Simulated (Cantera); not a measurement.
Feed: 1 mol Si, 0.49 mol NH₃, 15 mol H₂, held at 1.40 bar.

Equilibrium computed with Cantera from the NASA thermochemical tables; the gas is ideal and each condensed phase is pure. Candidate condensed phases: Si, Si₃N₄; 18 gas species. Mutual solubility and eutectic melting of coexisting phases are not modelled. Gases not in the tables: Si₂H₆ and higher silanes. Rates play no part.

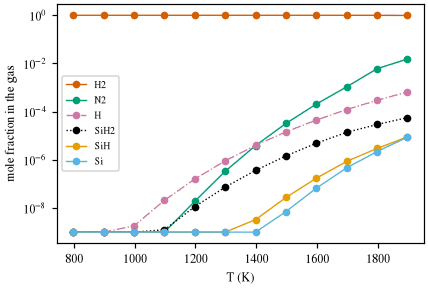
Figure. Equilibrium gas composition (values under 1e-9 drawn at 1e-9)

From 798 K to 1598 K the condensed part is Si(s) + Si₃N₄(s). From 1698 K to 1798 K the condensed part is Si(l) + Si₃N₄(s). At 1898 K the condensed part is Si(l). The main Si-bearing gas is SiH₄ at 798 K and SiH₂ at 1898 K.
